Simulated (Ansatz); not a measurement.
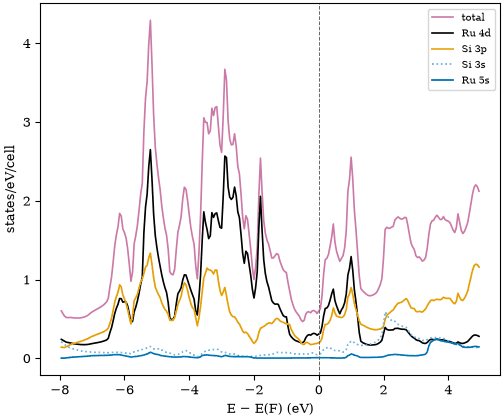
*Total and projected density of states of Si₂Ru in space group P4/mmm (No. 123; Si on 2h, Ru on 1a), plane-wave PAW LDA (Ansatz code)*

Task: Which orbitals carry the states next to the Fermi level?

Result: Within 0.5 eV of the Fermi level: Ru 4d 51 %, Si 3p 34 %, Si 3s 9 %. Projections are on Löwdin-orthogonalised atomic valence shells; empty p or d shells of many metals are not among them.

Task: Where is the tallest occupied peak in this window, and what makes it?

Result: Near -5.2 eV, about 4.3 states/eV per cell; the largest projected share is Ru 4d.

The workflow started from a Materials Project entry (that database holds measured and hypothetical structures alike); the Crystallography Open Database copy checked does not list it. Whether it is the stable phase at ambient conditions was not checked. The LDA relaxation kept the symmetry of its start; its stability against distortions is not shown here. The run is not spin-polarised. Scalar-relativistic: spin–orbit coupling is off unless named, which matters more the heavier the elements.

Potentials: the later of the program's two PAW sets.
